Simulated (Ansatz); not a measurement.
# How fast states decay through SrCS3, part 2 of 3

Wanted: the relaxed cell of SrCS3, its band edges and its decay constants. It is built by putting S for O, Sr for Mg in the MgCO3 structure of space group R-3c, with the volume rescaled by atomic radii. The parent structure comes from the Materials Project.

Ansatz 0.2.0; PBE DFT, plane waves, PAW files (the session's first sound run).

So far. Step 2 (Cell and atoms at rest): The largest force component on a free atom ends at 3.0e-4 eV/Å.

The structure was built from a prototype and need not be the compound's stable phase.

### 3. Band edges

The energy window and the wavevectors of the next steps follow from the band edges, so these are searched first, off the mesh as well.

input.yaml reads:

```yaml
crystal:
  lattice:
    - [3.1864001409, 1.8396689791, 7.5817897189]
    - [-3.1864001409, 1.8396689791, 7.5817897189]
    - [0.0, -3.6793379582, 7.5817897189]
  atoms:
    - { symbol: Sr, position: [0.0, 0.0, 0.0] }
    - { symbol: Sr, position: [0.5, 0.5, 0.5] }
    - { symbol: C, position: [0.25, 0.25, 0.25] }
    - { symbol: C, position: [0.75, 0.75, 0.75] }
    - { symbol: S, position: [0.25, 0.9800156967, 0.5199843033] }
    - { symbol: S, position: [0.5199843033, 0.25, 0.9800156967] }
    - { symbol: S, position: [0.0199843033, 0.4800156967, 0.75] }
    - { symbol: S, position: [0.75, 0.0199843033, 0.4800156967] }
    - { symbol: S, position: [0.4800156967, 0.75, 0.0199843033] }
    - { symbol: S, position: [0.9800156967, 0.5199843033, 0.25] }
kpoints:
  mp_grid: { grid: [6, 6, 6] }
  band_path: { path: [VBM, CBM], npoints: 30 }
scf:
  occupations: { method: fixed }
hamiltonian:
  xc: pbe
output:
  eigenvalues: true
  write_potential: true
  write_density: true
  volumetric_format: npy
```

Launch:

```bash
$ ansatz run input.yaml --threads 2 --pin off --max-ram 4096MiB --backend cpu --events-out ev --progress --plain --runs-dir out
```

Numbers of over 12 decimals in the logs are rounded to 6 here.

Log:

```text
[...]
Crystal: 10 atoms, lattice volume = 266.663 Å³
Basis set: ecut = 420 eV, 5221 PW (Γ)
Bands: 42, of which v1, the nominal top of the filled ones, is band 32 counted from 1 (31 counted from 0)
Symmetry: 12 space group operations
[...]
k-points: 32 of 216
[...]
SCF iter   1: F=—  HF=-13008.893213 eV  |F-HF|=—  |Δ(HF+E_count)|=         —  Δρ=2.46e-3  dr2=1.36e-2  ethr=1.77e-3  ⟨swp⟩=5.4  Hψ=5932  notcnv=0  defer=252
[...]
SCF iter   7: F=-13008.888962 eV  HF=-13008.888962 eV  |F-HF|=7.30e-8  |Δ(HF+E_count)|=   1.11e-6  Δρ=3.23e-6  dr2=2.93e-8  ethr=1.56e-10  ⟨swp⟩=16.2  Hψ=8223  notcnv=0
SCF 1 converged in 7 iterations: F = -13008.888962 eV  dr2 = 2.93e-8
[...]
NSCF: frozen V_eff on 32 k-points
[...]
SCF converged after 7 iterations
Free energy (F): -13008.888962 eV
[...]
Internal energy: -13008.888962 eV  (E = F + TS)
E sigma→0 (E₀):  -13008.888962 eV
Fermi energy:    3.551710 eV
[...]
--- Band table (eV; the first three rows and the last of 32) ---
  k-point 0: bands = [... 28 lower, 2.4361, 2.9670, 2.9670, 3.0120, 4.8183, 5.7123, 7.4175, 7.5125, ... 6 higher]
  k-point 1: bands = [... 28 lower, 2.6035, 2.8047, 2.9713, 3.0884, 4.9948, 5.6017, 7.2541, 7.4776, ... 6 higher]
  k-point 2: bands = [... 28 lower, 2.4829, 2.5565, 3.2222, 3.2314, 5.2828, 5.4901, 6.9561, 7.2609, ... 6 higher]
  k-point 31: bands = [... 28 lower, 2.6980, 2.6980, 2.7112, 2.7112, 4.9899, 4.9899, 7.7772, 7.7772, ... 6 higher]
```

It took 50 s on 2 threads of Intel Xeon Platinum 8259CL at 2.50GHz (Skylake/Cascade Lake), shared host; peak memory 0.73 GiB.

The column dr2 measures how far the density is from self-consistency, as an energy; F and HF (Harris–Foulkes) agree once it is small.

Numbers from this step:

```yaml
free_energy: -13008.8890 eV
fermi_energy: 3.552 eV
gap_on_the_k_mesh: 1.267 eV
gap_on_path: 1.266 eV, by band count; negative where bands overlap
direct_gap_on_path: 1.768 eV
edge_places_on_path: 0, 0.6365 1/A along the path
```

The electronic bands at the labelled points (eV, zero at the Fermi level (highest filled level under fixed occupations); v1 is the highest filled band, c1 the lowest empty one):

| point | v4 | v3 | v2 | v1 | c1 | c2 | c3 | c4 |
| --- | --- | --- | --- | --- | --- | --- | --- | --- |
| VBM | -1.08 | -0.99 | -0.44 | 0.00 | 1.77 | 2.06 | 3.00 | 3.85 |
| CBM | -1.12 | -0.58 | -0.58 | -0.54 | 1.27 | 2.16 | 3.87 | 3.96 |

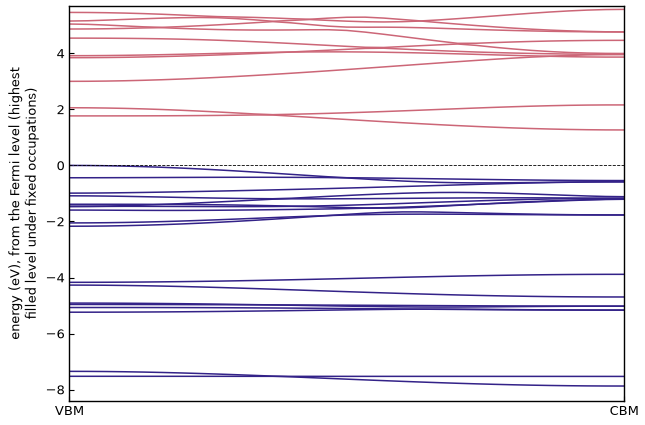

Electronic bands along the path; lines of filled and empty bands in two colours.

The searched edges give 1.27 eV, as on the mesh.

### 4. Complex bands

This step: PBE DFT, plane waves, PAW files; complex bands by layer matching along the plane's normal (Ansatz 0.2.0).

The same crystal is laid in a cell whose first two vectors span the (001) plane (indices of the standard conventional cell, whose axes can be ordered otherwise than in the bulk input). At fixed energy and wavevector in the plane the solver finds all kz, real and complex. A few wavevectors are listed, (0, 0) and (-0.5, 0) in units of the plane's reciprocal vectors; the slowest state needn't be among them.

input.yaml reads:

```yaml
crystal:
  lattice:
    - [6.372800282, 0.0, 0.0]
    - [3.186400141, 5.519006937, 0.0]
    - [3.186400141, 1.839668979, 7.581789719]
  atoms:
    - { symbol: Sr, position: [0.0, 0.0, 0.0] }
    - { symbol: Sr, position: [0.5, 0.5, 0.5] }
    - { symbol: C, position: [0.75, 0.75, 0.75] }
    - { symbol: C, position: [0.25, 0.25, 0.25] }
    - { symbol: S, position: [0.0199843033, 0.4800156967, 0.75] }
    - { symbol: S, position: [0.75, 0.0199843033, 0.75] }
    - { symbol: S, position: [0.5199843033, 0.25, 0.25] }
    - { symbol: S, position: [0.9800156967, 0.5199843033, 0.25] }
    - { symbol: S, position: [0.25, 0.9800156967, 0.25] }
    - { symbol: S, position: [0.4800156967, 0.75, 0.75] }
kpoints:
  mp_grid: { grid: [4, 4, 4] }
scf:
  occupations: { method: fixed }
hamiltonian:
  xc: pbe
output:
  eigenvalues: true
  transmission:
    leads: [[0, 0]]
    kpoints: [[0.0, 0.0], [-0.5, 0.0]]
    e_range: [-1.0, 2.27]
    de: 0.07
```

Log:

```text
[...]
Crystal: 10 atoms, lattice volume = 266.663 Å³
Basis set: ecut = 420 eV, 5221 PW (Γ)
Bands: 42, of which v1, the nominal top of the filled ones, is band 32 counted from 1 (31 counted from 0)
Symmetry: 12 space group operations
[...]
k-points: 13 of 64
[...]
SCF iter   1: F=—  HF=-13008.892272 eV  |F-HF|=—  |Δ(HF+E_count)|=         —  Δρ=2.46e-3  dr2=1.36e-2  ethr=1.77e-3  ⟨swp⟩=5.2  Hψ=2402  notcnv=0  defer=102
[...]
SCF iter   7: F=-13008.888715 eV  HF=-13008.888715 eV  |F-HF|=8.84e-8  |Δ(HF+E_count)|=   4.54e-7  Δρ=3.82e-6  dr2=4.63e-8  ethr=1.56e-10  ⟨swp⟩=14.7  Hψ=3414  notcnv=0
SCF 1 converged in 7 iterations: F = -13008.888715 eV  dr2 = 4.63e-8
[...]
transmission: 12 of 24 steps passed
transmission: 24 of 24 steps passed
SCF converged after 7 iterations
Free energy (F): -13008.888715 eV
[...]
Internal energy: -13008.888715 eV  (E = F + TS)
E sigma→0 (E₀):  -13008.888715 eV
Fermi energy:    3.551790 eV
[...]
--- Band table (eV; the first three rows and the last of 13) ---
  k-point 0: bands = [... 28 lower, 2.4362, 2.9671, 2.9671, 3.0120, 4.8183, 5.7123, 7.4176, 7.5125, ... 6 higher]
  k-point 1: bands = [... 28 lower, 2.5166, 2.8827, 2.8827, 2.9178, 4.8393, 5.3729, 7.5809, 7.5809, ... 6 higher]
  k-point 2: bands = [... 28 lower, 2.6981, 2.6981, 2.7113, 2.7113, 4.9900, 4.9900, 7.7773, 7.7773, ... 6 higher]
  k-point 12: bands = [... 28 lower, 2.4915, 2.4915, 3.3700, 3.3700, 5.4326, 5.4326, 6.7082, 6.7082, ... 6 higher]
--- Transmission ---
  basis      : 313 plane waves across, 12 finite elements along
  points     : 2, as listed
  energies   : 47 from -1.000000 to 2.220000 eV about the Fermi level, 0.070000 eV apart; the leads are filled to 0.633267 eV, and channels, transmission and decay are at 0.610000 eV
  crystal 0  : C2S6Sr2, at the sites [0, 0], period 7.5818 Å: whole cells are its period
    offset         : up to 0.0000 Å between an atom of the period and one for which it stands
    channels       : 0.000000e0 a spin
    conductance    : none, the energies end too early or step too widely for 300 K: set another output.transmission.e_range or a lower de, or, where they end at an eighth of basis.ecutwfc, a higher one
    slowest decay  : 0.4584 /Å at (0.0000, 0.0000)
```

It took 2.3 min on 2 threads; peak memory 1.2 GiB; 3.4 min of CPU time.

Numbers from this step:

```yaml
free_energy: -13008.8887 eV
level_to_which_the_leads_are_filled: 0.6333 eV from the Fermi level
decay_constant_at_the_filling_level_zone_centre: 0.4584 Å⁻¹
decay_constant_at_the_filling_level_slowest_listed_point: 0.4584 Å⁻¹
```

K parallel (0, 0); values up to 1.5 1/Å, a degenerate pair printed once or twice; energies at which all values exceed this have no row. Im kz of the slowest decaying states against energy, zero at the highest filled level on the SCF mesh:

| energy (eV) | decay 1 (Å⁻¹) | decay 2 (Å⁻¹) | decay 3 (Å⁻¹) | decay 4 (Å⁻¹) |
| --- | --- | --- | --- | --- |
| -1.0000 | 0.523 | 0.597 | 0.862 | 1.10 |
| -0.7200 | 0.579 | 0.648 | 0.821 | 1.08 |
| -0.5100 | 0.110 | 0.180 | 0.567 | 0.761 |
| -0.2300 | 0.315 | 0.350 | 0.551 | 0.788 |
| -0.0200 | 0.378 | 0.412 | 0.536 | 0.803 |
| 0.2600 | 0.432 | 0.465 | 0.508 | 0.816 |
| 0.4700 | 0.459 | 0.481 | 0.493 | 0.823 |
| 0.7500 | 0.431 | 0.488 | 0.519 | 0.828 |
| 1.0300 | 0.353 | 0.509 | 0.538 | 0.829 |
| 1.2400 | 0.213 | 0.521 | 0.548 | 0.828 |
| 1.5200 | 0.437 | 0.533 | 0.557 | 0.823 |
| 1.7300 | 0.482 | 0.539 | 0.562 | 0.818 |
| 2.0100 | 0.515 | 0.542 | 0.565 | 0.808 |

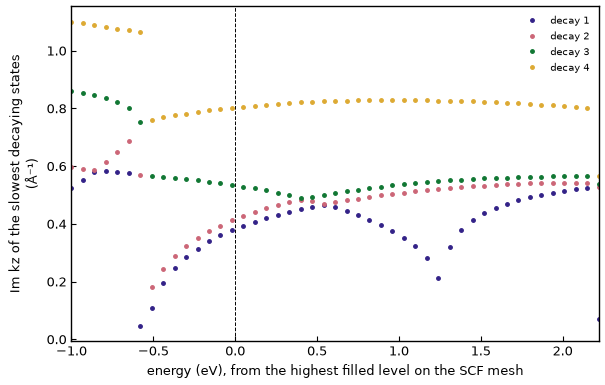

Im kz of the slowest decaying states, plotted against energy.

K parallel (-0.5, 0); values up to 1.5 1/Å, a degenerate pair printed once or twice; energies at which all values exceed this have no row. Im kz of the slowest decaying states against energy, zero at the highest filled level on the SCF mesh:

| energy (eV) | decay 1 (Å⁻¹) | decay 2 (Å⁻¹) | decay 3 (Å⁻¹) | decay 4 (Å⁻¹) |
| --- | --- | --- | --- | --- |
| -1.0000 | 0.214 | 0.334 | 0.474 | 0.477 |
| -0.7200 | 0.319 | 0.402 | 0.416 | 0.539 |
| -0.5100 | 0.190 | 0.402 | 0.444 | 0.574 |
| -0.2300 | 0.444 | 0.467 | 0.610 | 0.924 |
| -0.0200 | 0.467 | 0.482 | 0.631 | 0.914 |
| 0.2600 | 0.352 | 0.489 | 0.496 | 0.653 |
| 0.4700 | 0.437 | 0.500 | 0.501 | 0.667 |
| 0.7500 | 0.499 | 0.502 | 0.509 | 0.683 |
| 1.0300 | 0.486 | 0.512 | 0.538 | 0.699 |
| 1.2400 | 0.454 | 0.467 | 0.552 | 0.571 |
| 1.5200 | 0.359 | 0.428 | 0.557 | 0.628 |
| 1.7300 | 0.173 | 0.381 | 0.553 | 0.610 |
| 2.0100 | 0.383 | 0.542 | 0.587 | 0.715 |

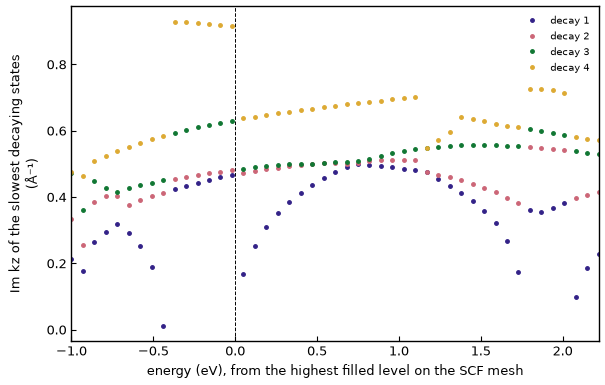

Im kz of the slowest decaying states, plotted against energy.

At the listed wavevectors the last open channel is at -0.02 eV and the next at +1.31 eV on the grid. At +0.61 eV, the grid energy nearest the filling level (the middle of the gap on the SCF mesh), the slowest state at the listed wavevectors decays with κ = 0.458 Å⁻¹, its amplitude falling by e over 2.2 Å. Through 1 nm of this crystal that state's transmission falls by exp(−2 × 0.458 Å⁻¹ × 10 Å) = 1.0e-4.

### 5. Decay over the two-dimensional zone

The listed points could miss the slowest state, so one energy near mid-gap is solved on a mesh of 8×8.

input.yaml: that of step 4 with these lines changed.

```diff
@@ -24,6 +24,2 @@
   eigenvalues: true
-  transmission:
-    leads: [[0, 0]]
-    kpoints: [[0.0, 0.0], [-0.5, 0.0]]
-    e_range: [-1.0, 2.27]
-    de: 0.07
+  transmission: { leads: [[0, 0]], kmesh: [8, 8], e_range: [0.63, 0.64], de: 0.05 }
```

Log:

```text
[...]
Crystal: 10 atoms, lattice volume = 266.663 Å³
Basis set: ecut = 420 eV, 5221 PW (Γ)
Bands: 42, of which v1, the nominal top of the filled ones, is band 32 counted from 1 (31 counted from 0)
Symmetry: 12 space group operations
[...]
k-points: 13 of 64
[...]
SCF iter   1: F=—  HF=-13008.892272 eV  |F-HF|=—  |Δ(HF+E_count)|=         —  Δρ=2.46e-3  dr2=1.36e-2  ethr=1.77e-3  ⟨swp⟩=5.2  Hψ=2402  notcnv=0  defer=102
[...]
SCF iter   7: F=-13008.888715 eV  HF=-13008.888715 eV  |F-HF|=8.84e-8  |Δ(HF+E_count)|=   4.54e-7  Δρ=3.82e-6  dr2=4.63e-8  ethr=1.56e-10  ⟨swp⟩=14.7  Hψ=3414  notcnv=0
SCF 1 converged in 7 iterations: F = -13008.888715 eV  dr2 = 4.63e-8
[...]
transmission: 24 of 120 steps passed
transmission: 48 of 120 steps passed
[...]
transmission: 120 of 120 steps passed
SCF converged after 7 iterations
Free energy (F): -13008.888715 eV
[...]
Internal energy: -13008.888715 eV  (E = F + TS)
E sigma→0 (E₀):  -13008.888715 eV
Fermi energy:    3.551790 eV
[...]
--- Band table (eV; the first three rows and the last of 13) ---
  k-point 0: bands = [... 28 lower, 2.4362, 2.9671, 2.9671, 3.0120, 4.8183, 5.7123, 7.4176, 7.5125, ... 6 higher]
  k-point 1: bands = [... 28 lower, 2.5166, 2.8827, 2.8827, 2.9178, 4.8393, 5.3729, 7.5809, 7.5809, ... 6 higher]
  k-point 2: bands = [... 28 lower, 2.6981, 2.6981, 2.7113, 2.7113, 4.9900, 4.9900, 7.7773, 7.7773, ... 6 higher]
  k-point 12: bands = [... 28 lower, 2.4915, 2.4915, 3.3700, 3.3700, 5.4326, 5.4326, 6.7082, 6.7082, ... 6 higher]
--- Transmission ---
  basis      : 313 plane waves across, 12 finite elements along
  points     : 10, standing for a mesh of 8 x 8
  energies   : 1 from 0.630000 to 0.630000 eV about the Fermi level; the leads are filled to 0.633267 eV, and channels, transmission and decay are at 0.630000 eV
  crystal 0  : C2S6Sr2, at the sites [0, 0], period 7.5818 Å: whole cells are its period
[...]
channels       : 0.000000e0 a spin
    conductance    : none, crystal 0 has no channel at the energies, or these end too early or step too widely for 300 K: set another output.transmission.e_range or a lower de, or, where they end at an eighth of basis.ecutwfc, a higher one
    slowest decay  : 0.4548 /Å at (0.0000, 0.0000)
```

Elapsed: 46 s, on 2 threads; peak memory 1.2 GiB.

This step gave:

- least decay constant on the mesh: 0.4548 Å⁻¹

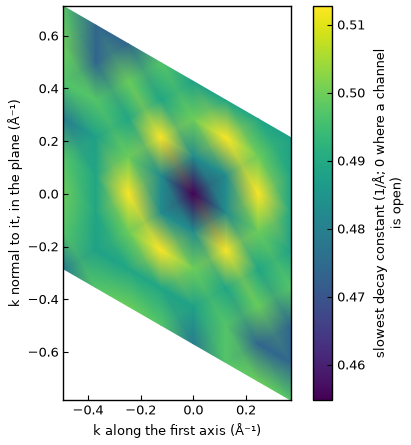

Slowest decay constant (1/Å; 0 where a channel is open) over k1 and k2. At 0.6300 eV from the Fermi level.

The least value on the mesh is 0.455 Å⁻¹ at +0.63 eV. At that energy the listed points give about 0.455 Å⁻¹ by interpolation, so the mesh holds no clearly slower state.

### 6. Band edges at another level, cutoff 1115.67 eV

This step: PBE DFT, plane waves, norm-conserving files (Ansatz 0.2.0).

The edges again with norm-conserving files, at the same atoms. Against that run the cutoff is 1116 eV against 420.

input.yaml reads:

```yaml
crystal:
  lattice:
    - [3.1864001409, 1.8396689791, 7.5817897189]
    - [-3.1864001409, 1.8396689791, 7.5817897189]
    - [0.0, -3.6793379582, 7.5817897189]
  atoms:
    - { symbol: Sr, position: [0.0, 0.0, 0.0] }
    - { symbol: Sr, position: [0.5, 0.5, 0.5] }
    - { symbol: C, position: [0.25, 0.25, 0.25] }
    - { symbol: C, position: [0.75, 0.75, 0.75] }
    - { symbol: S, position: [0.25, 0.9800156967, 0.5199843033] }
    - { symbol: S, position: [0.5199843033, 0.25, 0.9800156967] }
    - { symbol: S, position: [0.0199843033, 0.4800156967, 0.75] }
    - { symbol: S, position: [0.75, 0.0199843033, 0.4800156967] }
    - { symbol: S, position: [0.4800156967, 0.75, 0.0199843033] }
    - { symbol: S, position: [0.9800156967, 0.5199843033, 0.25] }
kpoints:
  mp_grid: { grid: [6, 6, 6] }
  band_path: { path: [VBM, CBM], npoints: 30 }
scf:
  occupations: { method: fixed }
hamiltonian:
  xc: pbe
  pseudopotentials: { kind: nc }
output:
  eigenvalues: true
```

Log:

```text
[...]
Crystal: 10 atoms, lattice volume = 266.663 Å³
Basis set: ecut = 1115.666836 eV, 22529 PW (Γ)
Bands: 42, of which v1, the nominal top of the filled ones, is band 32 counted from 1 (31 counted from 0)
Symmetry: 12 space group operations
[...]
k-points: 32 of 216
[...]
SCF iter   1: F=—  HF=-3996.465614 eV  |F-HF|=—  |Δ(HF+E_count)|=         —  Δρ=4.25e-2  dr2=7.61e0  ethr=3.10e-3  ⟨swp⟩=7.9  Hψ=7106  notcnv=0  defer=243
[...]
SCF iter   9: F=-3993.885036 eV  HF=-3993.885036 eV  |F-HF|=1.72e-8  |Δ(HF+E_count)|=   7.56e-7  Δρ=1.63e-6  dr2=9.45e-9  ethr=1.56e-10  ⟨swp⟩=20.9  Hψ=10266  notcnv=0
SCF 1 converged in 9 iterations: F = -3993.885036 eV  dr2 = 9.45e-9
[...]
SCF converged after 9 iterations
Free energy (F): -3993.885036 eV
[...]
Internal energy: -3993.885036 eV  (E = F + TS)
E sigma→0 (E₀):  -3993.885036 eV
Fermi energy:    3.593225 eV
[...]
--- Band table (eV; the first three rows and the last of 32) ---
  k-point 0: bands = [... 28 lower, 2.4772, 3.0033, 3.0033, 3.0529, 4.8594, 5.7520, 7.4549, 7.5538, ... 6 higher]
  k-point 1: bands = [... 28 lower, 2.6423, 2.8411, 3.0096, 3.1293, 5.0358, 5.6415, 7.2959, 7.5183, ... 6 higher]
  k-point 2: bands = [... 28 lower, 2.5202, 2.5931, 3.2635, 3.2722, 5.3233, 5.5301, 6.9979, 7.3025, ... 6 higher]
  k-point 31: bands = [... 28 lower, 2.7345, 2.7345, 2.7523, 2.7523, 5.0304, 5.0304, 7.8186, 7.8186, ... 6 higher]
```

The job ended after 3.5 min (2 threads; peak memory 1.8 GiB; 7 min of CPU time).

Numbers from this step:

- free energy: -3993.8850 eV
- Fermi energy: 3.593 eV
- gap on the k-mesh: 1.266 eV
- direct gap on path: 1.767 eV
- edge places on path: 0, 0.6327 1/A along the path

(Part 2 of 3 ends here.)

[Logs are printed without paths, hosts, clocks, repeated set-up lines and the standing remarks that a program may print on its own settings, such as how far it seeks lower states.]

[Hosts, paths, dates, database ids (printed as entryN), source tags and the programs' standing remarks are cut or masked in the printed files.]
